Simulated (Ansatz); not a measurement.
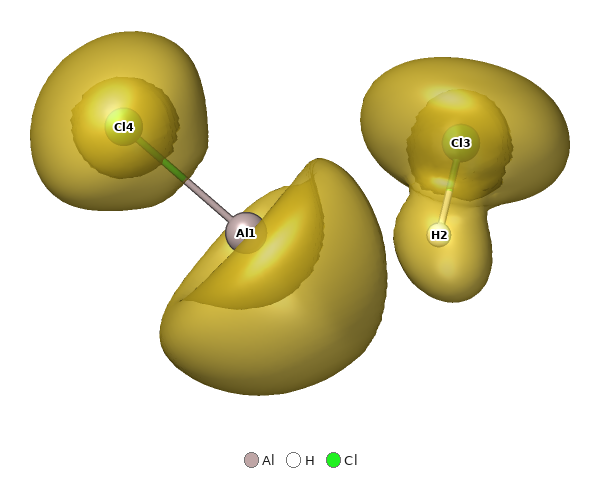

Figure 1: AlCl···HCl. Isosurface of the electron localisation function at 0.75 (yellow), seen at a tilt. Core shells and regions of very low density are left out.

Not at a stationary point (largest force 0.8 eV/Å).

Level of theory: RKS PBE-D4/def2-mTZVP (Ansatz 0.2.0).

```xyz
4

Al   -0.9237    0.0000    0.3779
H     1.5959    0.0000    1.5043
Cl    2.5088    0.0000    0.5176
Cl   -1.8141    0.0000   -1.6106
```

**Describe the localisation domains.**

The ELF exceeds this value in one region on Cl in which the atom's valence shell and bonds are merged, one lobe on Al, pointing away from the bonds (lone pairs) and one joined region spread over several atoms (Cl, H), in which their bonds and any lone pairs are merged.

Values along the shortest contacts:
Al1···H2 (2.76 Å): the ELF dips to about 0.10 between them. Al–Cl (2.18 Å): the ELF peaks at about 0.85 in the valence shell of Cl, 0.9 Å from its nucleus, and is about 0.75 at the midpoint.
